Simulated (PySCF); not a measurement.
C$_{6}$H$_{12}$BFS

The calculation's input:

```
{"job": {"kind": "nmr", "xc": "PBE0", "basis": "pcSseg-1"}, "charge": 0, "multiplicity": 1}
B     -2.213200     1.288708     0.973937
C     -1.079969     1.158276    -0.062113
C     -0.652093    -0.167275    -0.693031
C     -1.315182    -1.471855    -0.342577
F     -0.475744    -2.514905    -0.679758
C      0.279495     0.522415     0.238408
C      0.631563    -0.020332     1.597733
S      1.669912     1.370755    -0.564925
C      2.704348    -0.069699    -0.970581
H     -2.871076     2.254421     0.970566
H     -2.444583     0.450266     1.755444
H     -0.987583     1.981293    -0.765012
H     -0.409343    -0.110154    -1.750144
H     -2.234618    -1.615843    -0.920665
H     -1.523342    -1.572420     0.723240
H      1.136885     0.749735     2.177963
H     -0.251675    -0.334931     2.143946
H      1.300977    -0.874348     1.496883
H      2.077993    -0.860523    -1.371894
H      3.232241    -0.408730    -0.084034
H      3.416072     0.262088    -1.719155
```

Launched as:

```sh
OMP_NUM_THREADS=1 python probes_run.py task.json out
```

Geometry: GFN2-xTB.

The calculation used PySCF 2.14.0, PBE0/pcSseg-1, SCF density, gas phase, non-relativistic.

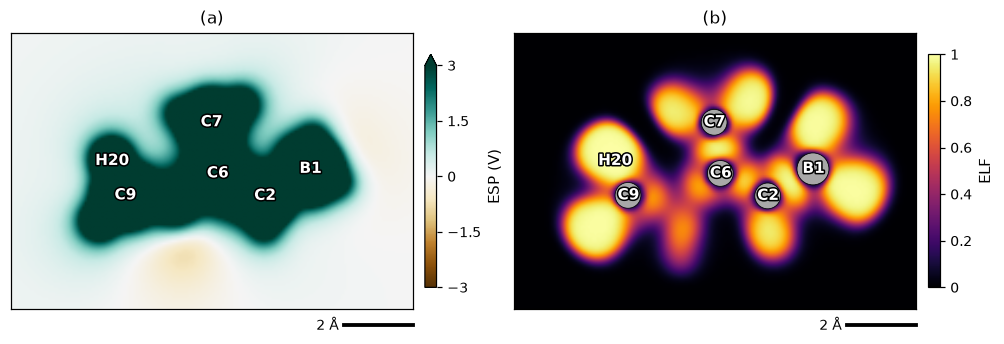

Figure 1. (a) molecular electrostatic potential; (b) ELF on the plane of atoms B1, C2 and C6. Grey discs cover the atomic cores in the ELF map.

Read the bonding off the picture.

Answer. The plane passes through B, C and H nuclei. C–C (1.51 Å): the ELF peaks at about 0.95 between the atoms, as expected for localised, covalent bonding. C–B (1.54 Å): the ELF peaks at about 0.95 between the atoms: a shared electron pair. C–H (1.09 Å): the ELF climbs to about 1 towards the hydrogen, as it does in any bond to H (a covalent bond by its length). C–C (1.53 Å): the ELF peaks at about 0.85 between the atoms (localised, covalent bonding). Outside the dense part of the molecule the potential is most negative (−0.7 V) near S8, which lies off the plane.

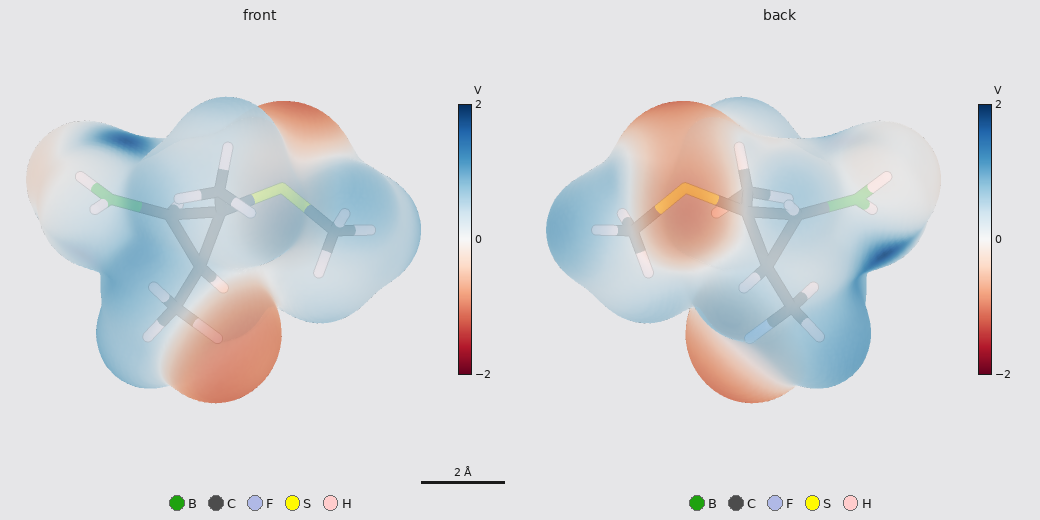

Figure 2. The electrostatic potential painted on the density surface at 0.002 e/bohr³, seen from the front and from behind; the colour scale runs from red (negative) to blue (positive).

Where is the surface potential most negative and most positive?

Answer. The most negative region (about −1.0 V, or −23 kcal/mol for a unit charge) lies over F5 and S8, the most positive (about +1.6 V, or +37 kcal/mol for a unit charge) over B1.

How polar is the molecule by this calculation?

Answer. Its dipole moment is 0.57 D.
